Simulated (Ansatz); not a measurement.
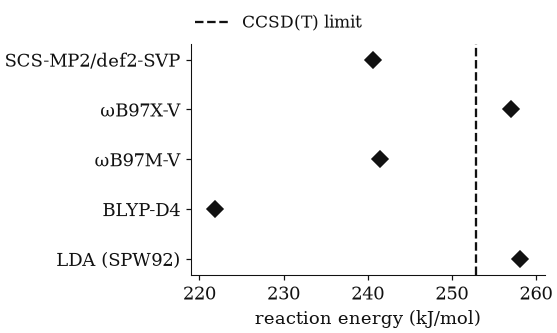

Electronic reaction energy of SiNH₄OF (N[SiH](O)F) → SiNH₂F (N[Si]F) [singlet] + H₂O (O) (SMILES in brackets) at several levels (functionals in def2-TZVPP unless a basis is named), isolated molecules at PBE0-D4 triple-zeta geometries, minima by their frequencies, no zero-point or thermal terms, the Ansatz code 0.2.0. The line is frozen-core CCSD(T) at the basis limit (scheme: direct). The distance of SCS-MP2/def2-SVP to the limit includes basis error. The limit lies 5.7 kJ/mol from CCSD(T)/def2-TZVPP, so the line itself is uncertain by a part of that.

> What do zero-point energy and temperature add?

Zero-point change −6.4 kJ/mol; at 298.15 K and 1 bar the CCSD(T) limit plus thermal terms gives an enthalpy of reaction of 251.6 and a free energy of 206.7 kJ/mol (harmonic PBE0-D4 modes, ideal gas).

> Which level comes closest to the line (CCSD(T) limit), and which misses most?

Closest ωB97X-V (257.0 kJ/mol), against 252.8 kJ/mol; farthest BLYP-D4 (221.9 kJ/mol).
